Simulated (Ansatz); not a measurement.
```yaml
atoms:
  - { symbol: C, position_ang: [0.9756, -1.4523, 0.3715] }
  - { symbol: F, position_ang: [1.8388, -0.6843, 1.0179] }
  - { symbol: F, position_ang: [0.9357, -2.6406, 0.9540] }
  - { symbol: F, position_ang: [1.3822, -1.5992, -0.8799] }
  - { symbol: F, position_ang: [-2.3390, -1.5816, -0.5058] }
  - { symbol: F, position_ang: [-1.6897, -0.2783, 2.1864] }
  - { symbol: F, position_ang: [-1.0571, 1.1965, -0.4199] }
  - { symbol: Sn, position_ang: [-1.0271, -0.5290, 0.4081] }
```

Geometry: PBE0-D4/def2-SVP; core potentials replace the inner electrons of Sn.

All numbers below come from isolated molecule in a Gaussian basis; Kohn-Sham density functional theory, functional PBE0 (Ansatz).

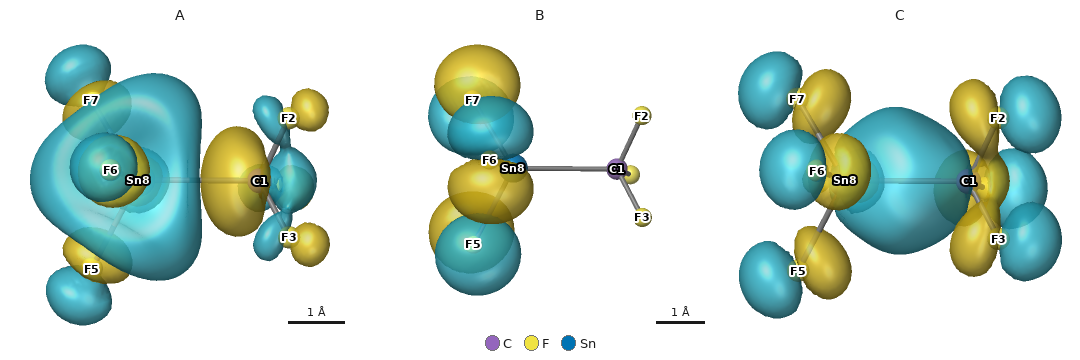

CF$_{6}$Sn (SMILES F[C](F)(F)[Sn]([F])([F])[F]). Three frontier orbitals at ±0.08 Å⁻³ᐟ² (yellow and cyan are the two phases), in no order.

Which picture is the HOMO−1, the HOMO and the LUMO?

Answer. B is the HOMO−1 (−11.97 eV). It lies mainly on F6 (about 30 %), F7 (about 30 %) and F5 (about 30 %); largely a combination of lone pairs on F6, F7 and F5. C is the HOMO (−10.67 eV). Its weight (Hirshfeld) is mainly on C1 (about 20 %), Sn8 (about 20 %), F3 (about 10 %), F2 (about 10 %), F4 (about 10 %), F5 (about 10 %), F6 (about 10 %) and F7 (about 10 %). A is the LUMO (−3.25 eV). It lies mainly on Sn8 (about 45 %), C1 (about 20 %), F5 (about 10 %), F6 (about 10 %) and F7 (about 10 %).

What is the HOMO–LUMO gap?

Answer. 7.42 eV between the orbital energies.
